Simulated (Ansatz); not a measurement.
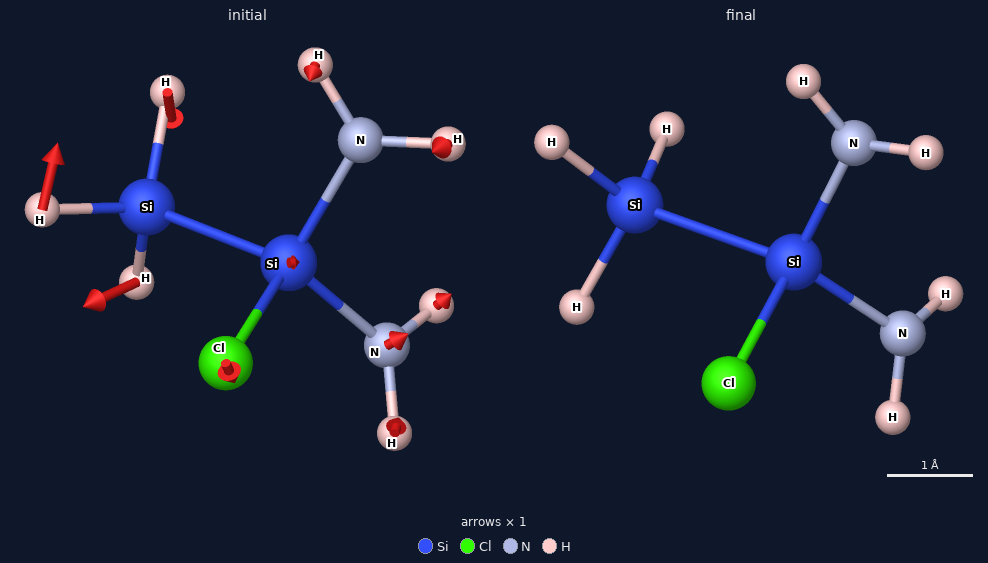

The structure of Si2N2H7Cl before (left) and after (right) a relaxation, at one scale. The red arrows give the displacements, at their true length.

The picture is a ball-and-stick view, seen at a tilt.

The run prepares the start of a later molecular dynamics calculation, from a guessed geometry.

The calculation used RKS PBE/def2-SVP in Ansatz 0.2.0. Settings: no spin polarisation; force threshold 0.02 eV/Å; at most 40 steps.

What changed between the two?

An H atom moves most after the best rigid fit: 0.90 Å. By element the largest moves are H 0.90 Å, Cl 0.41 Å, N 0.33 Å, Si 0.15 Å. Near-neighbour distances that change, for instance: Si–Si 2.218 → 2.357 Å, N–Si 1.820 → 1.730 Å, H–Si 1.460 → 1.509 Å, H–N 1.060 → 1.023 Å. Bond angles that change, for instance: Si–Si–N 109.5° → 119.9°, H–N–H 120.0° → 111.1°, Cl–Si–N 109.5° → 116.8°. Groups turn about Si–Si by about 40°. The energy falls by 74.8 kJ/mol in 13 geometry steps. The largest force component goes from 2.8 to 0.015 eV/Å. The run took 62 s on 2 threads of Intel(R) Xeon(R) Platinum 8259CL CPU @ 2.50GHz (Skylake/Cascade Lake) (shared host), peak memory 0.17 GiB.
